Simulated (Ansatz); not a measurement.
**Fields on a plane of C (graphite type, space group P6_3/mmc)**

```yaml
crystal:
  lattice:
    - [2.45828, 0.00000, 0.00000]
    - [-1.22914, 2.12894, 0.00000]
    - [0.00000, 0.00000, 6.56476]
  atoms:
    - { symbol: C, position: [0.00000, 0.00000, 0.25000] }
    - { symbol: C, position: [0.00000, 0.00000, 0.75000] }
    - { symbol: C, position: [0.33333, 0.66667, 0.25000] }
    - { symbol: C, position: [0.66667, 0.33333, 0.75000] }
```

The slice is a (0001) plane (indices of the conventional cell) through the point (0.000, 0.000, 0.750) (fractional), spanned by u = [110] and v = [1 -1 0] in vectors of this cell: u (2.46 Å) and v (4.26 Å, at 90° to u). It covers one period; positions are fractions (u, v).

Atoms on it: C at (0.00, 0.00); C at (0.50, 0.50); C at (0.00, 0.67); C at (0.50, 0.17).

Computed with PBEsol-D3(BJ) (plane waves to 420 eV, PAW, scalar-relativistic; Ansatz, a program for electronic structure). k mesh 15×15×5. Inside the PAW spheres the values are not all-electron values, and peaks at nuclei hang on which shells count as valence. C was relaxed with its symmetry unable to fall.

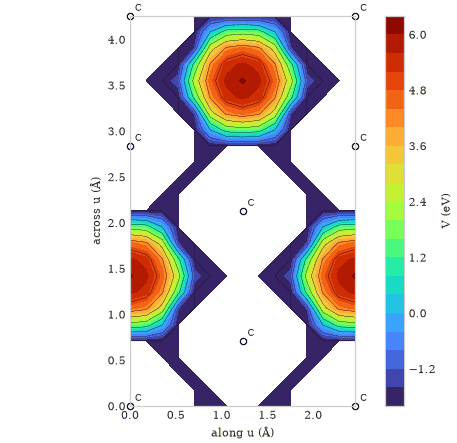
*Electrostatic potential energy of an electron, from the cell's mean, in eV, one period of the plane, atoms marked. Points within 0.6 Å of a nucleus are left white, as the pseudised field means little there. Values under -2 eV are set to -2. The zero, the cell's mean, hangs on the PAW cores.*

| v \ u | 0.00 | 0.14 | 0.29 | 0.43 | 0.57 | 0.71 | 0.86 |
|---|---|---|---|---|---|---|---|
| 0.88 | 0.3 | 0.1 | -0.3 | -0.7 | -0.7 | -0.3 | 0.1 |
| 0.75 | 0.3 | 0.2 | -0.2 | -0.5 | -0.5 | -0.2 | 0.2 |
| 0.62 | 0.3 | 0.3 | 0.2 | 0.1 | 0.1 | 0.2 | 0.3 |
| 0.50 | -0.1 | 0.0 | 0.2 | 0.3 | 0.3 | 0.2 | 0.0 |
| 0.38 | -0.7 | -0.5 | -0.1 | 0.3 | 0.3 | -0.1 | -0.5 |
| 0.25 | -0.5 | -0.4 | 0.0 | 0.3 | 0.3 | 0.0 | -0.4 |
| 0.12 | 0.1 | 0.2 | 0.3 | 0.3 | 0.3 | 0.3 | 0.2 |
| 0.00 | 0.3 | 0.3 | 0.1 | 0.0 | 0.0 | 0.1 | 0.3 |

Values: log₁₀ of the valence density in e/Å³. The scale is logarithmic, as a density can span decades between atoms and voids.

The density on the C–C line (1.42 Å) at its midpoint is 2.03 e/Å³ and the ELF at that point comes out as 0.94. ELF maximum in the middle third of the C–C line: 0.94, 0.7 Å from C.
